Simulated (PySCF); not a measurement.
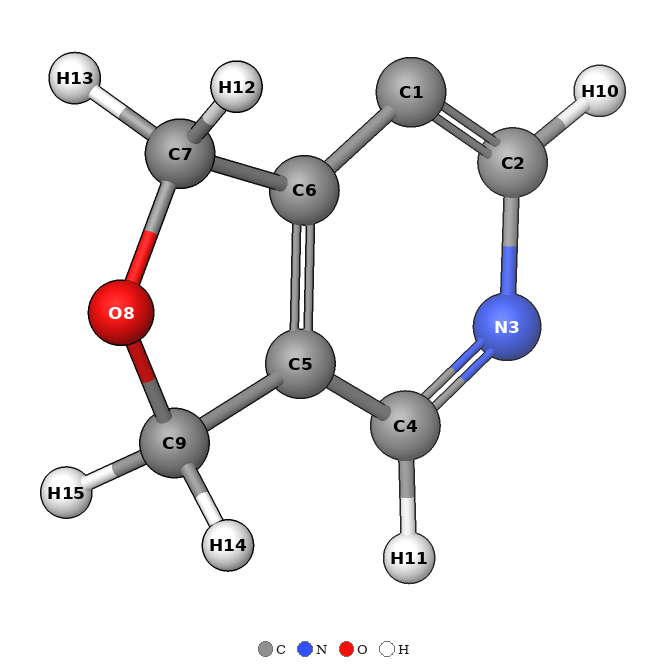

State: neutral, doublet. Computed geometry: GFN2-xTB optimisation. No frequency run is at hand to confirm it as a minimum. Level of theory: UKS B3LYP, pcH-1 on C H N O, non-relativistic (PySCF 2.14.0).

Give the isotropic hyperfine couplings (Fermi-contact term alone) of C1, C2, N3, C4, C5, C6, C7, O8, C9, H10, H11, H12, H13, H14, H15.

| atom | isotope | a_iso (MHz) |
| --- | --- | --- |
| C1 | 13C | 380.0 |
| C2 | 13C | 13.0 |
| N3 | 14N | −1.0 |
| C4 | 13C | −5.1 |
| C5 | 13C | 19.8 |
| C6 | 13C | 14.2 |
| C7 | 13C | 17.1 |
| O8 | 17O | −3.5 |
| C9 | 13C | −1.7 |
| H10 | 1H | 15.9 |
| H11 | 1H | 21.4 |
| H12 | 1H | −4.5 |
| H13 | 1H | −4.6 |
| H14 | 1H | 3.7 |
| H15 | 1H | 3.5 |
